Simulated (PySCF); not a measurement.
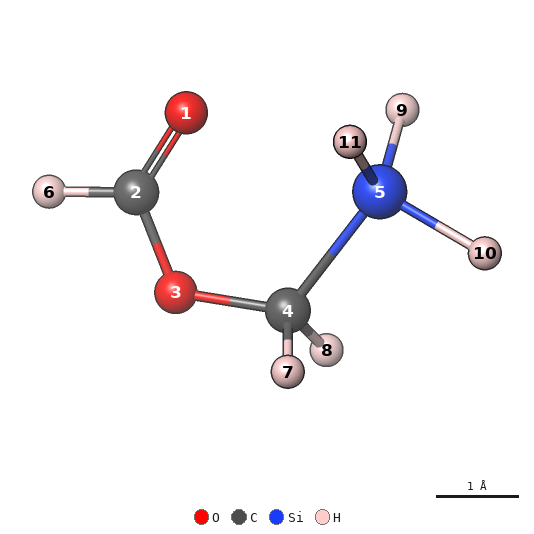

Orthographic view. Atoms fade into the background with distance from the viewer. The computed structure is the end point of a PBE0-D3(BJ)/def2-SVP optimisation. No frequency run is at hand to confirm it as a minimum.

Write a Z-matrix (Å, degrees) in the order of the atom numbers, with these reference atoms: 2 to 1; 3 to 2, 1; 4 to 3, 2, 1; 5 to 4, 3, 2; 6 to 2, 1, 3; 7 to 4, 3, 2; 8 to 4, 7, 3; 9 to 5, 4, 8; 10 to 5, 9, 1; 11 to 5, 9, 10.

```
O  
C    1   1.202
O    2   1.318   1   125.7
C    3   1.434   2   118.6   1     0.0
Si   4   1.916   3   121.0   2    -1.3
H    2   1.108   1   124.3   3   179.8
H    4   1.102   3   106.5   2   122.2
H    4   1.102   7   106.3   3  -113.2
H    5   1.488   4   114.5   8    56.6
H    5   1.506   9   106.5   1   172.8
H    5   1.488   9   113.4  10   116.8
```
